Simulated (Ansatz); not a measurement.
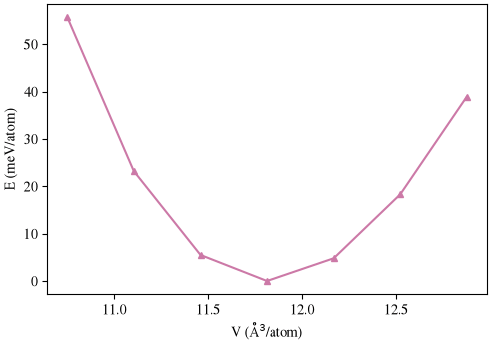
Fig. 1. ZnCu (CsCl type, space group No. 221) under volume change, LDA (plane waves, PAW; program Ansatz), scaled uniformly.

Q: What does a third-order Birch–Murnaghan fit give for V₀, B₀ and B′?

A: V₀ = 11.81 Å³/atom, B₀ = 155 GPa, B′ = 4.9.

Space group Pm-3m (CsCl type). The LDA relaxation kept the symmetry of its start; of distortions, only those at the zone centre were tested. The run is not spin-polarised.

Potentials: the later of the program's two PAW sets.
